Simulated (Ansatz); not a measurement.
# C2H6Cl4MoO2: what the fields show

```yaml
atoms:
  - { symbol: C, position_ang: [0.1228, -1.0588, 2.5849] }
  - { symbol: O, position_ang: [-0.0954, -0.7924, 1.2370] }
  - { symbol: Mo, position_ang: [-0.2692, 0.5942, 0.0821] }
  - { symbol: Cl, position_ang: [-2.2575, -0.1140, -0.9004] }
  - { symbol: Cl, position_ang: [1.6817, 1.3865, 1.0759] }
  - { symbol: Cl, position_ang: [-0.2921, 2.5981, -1.0816] }
  - { symbol: Cl, position_ang: [-1.6118, 1.6261, 1.6639] }
  - { symbol: O, position_ang: [0.5198, -0.1566, -1.3673] }
  - { symbol: C, position_ang: [0.4366, -0.1803, -2.7558] }
  - { symbol: H, position_ang: [1.0962, -0.6377, 2.8635] }
  - { symbol: H, position_ang: [0.1153, -2.1392, 2.7368] }
  - { symbol: H, position_ang: [-0.6640, -0.5737, 3.1725] }
  - { symbol: H, position_ang: [-0.5519, -0.5656, -3.0327] }
  - { symbol: H, position_ang: [1.2231, -0.8284, -3.1454] }
  - { symbol: H, position_ang: [0.5464, 0.8419, -3.1334] }
```

Geometry: PBE0-D4/def2-TZVP; core potentials replace the inner electrons of Mo.

Computed with RKS PBE0-D4/def2-TZVPP in Ansatz.

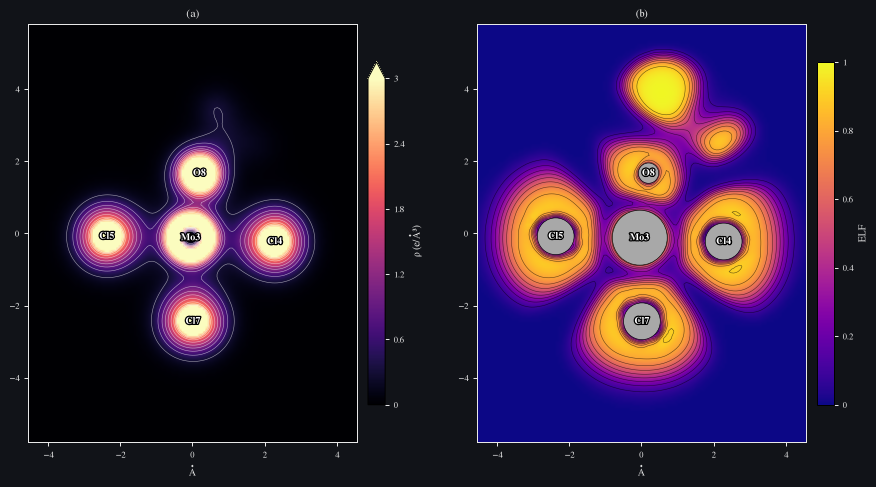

Figure 1. (a) electron density; (b) electron localisation function on the plane of atoms Cl5, Mo3 and Cl7. Grey discs cover the atomic cores in the ELF map.

### What do the fields say about this system?

The plane passes through Mo, Cl and O nuclei. Mo–O (1.81 Å): the density is about 1.3 e/Å³ at the midpoint; the ELF peaks at about 0.80 in the valence shell of O, 0.5 Å from its nucleus, and drops to about 0.30 between the two atoms. Mo–Cl (2.32 Å): ρ at the midpoint is about 0.68 e/Å³; the ELF peaks at about 0.85 in the valence shell of Cl, 0.8 Å from its nucleus, and is about 0.40 at the midpoint.

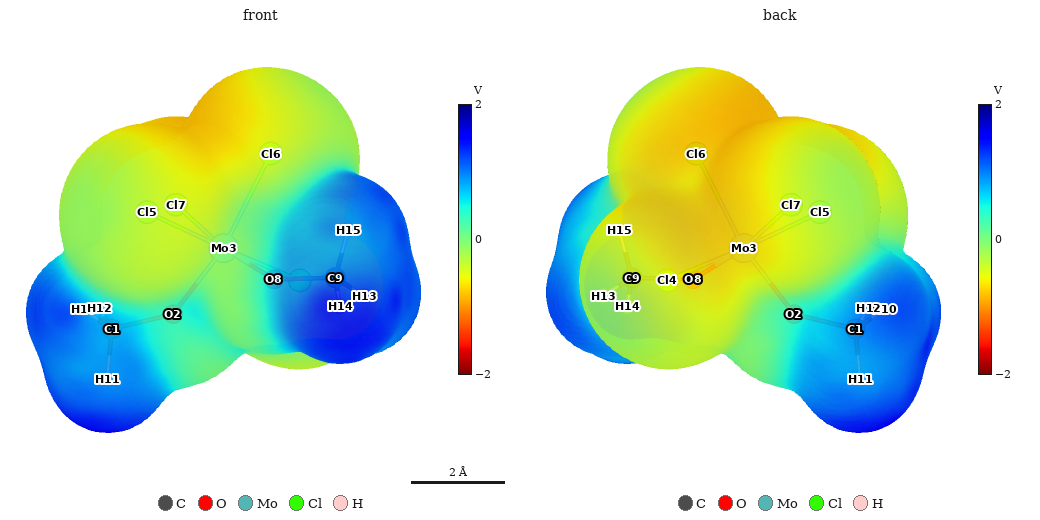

Figure 2. The molecular electrostatic potential painted on the density surface at 0.002 e/bohr³, seen from the front and from behind; the colour scale runs from red (negative) to blue (positive).

### Which sites attract a positive test charge, and which a negative one?

A positive charge is drawn to the negative regions and a negative charge to the positive ones. The most negative region (about −0.9 V) lies over Cl6 and Cl7, the most positive (about +1.5 V) over H11 and H14.

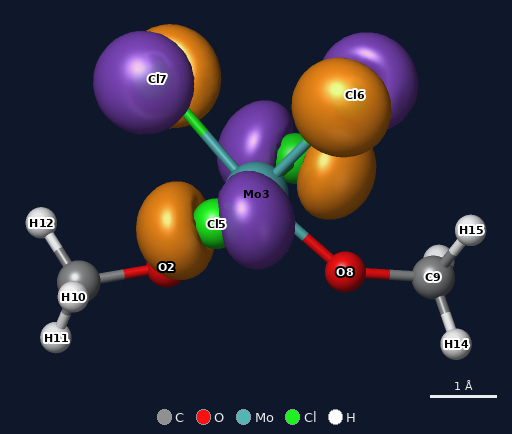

Figure 3. The HOMO−1 at ±0.15 Å⁻³ᐟ² (orange and purple are the two phases), seen at a tilt.

### Where does this orbital lie, and at what energy?

Its weight (Hirshfeld) is mainly on Cl6 (about 25 %), Cl7 (about 25 %), Cl4 (about 25 %) and Cl5 (about 25 %); largely a combination of lone pairs on Cl6, Cl7, Cl4 and Cl5. Its energy is −8.37 eV.
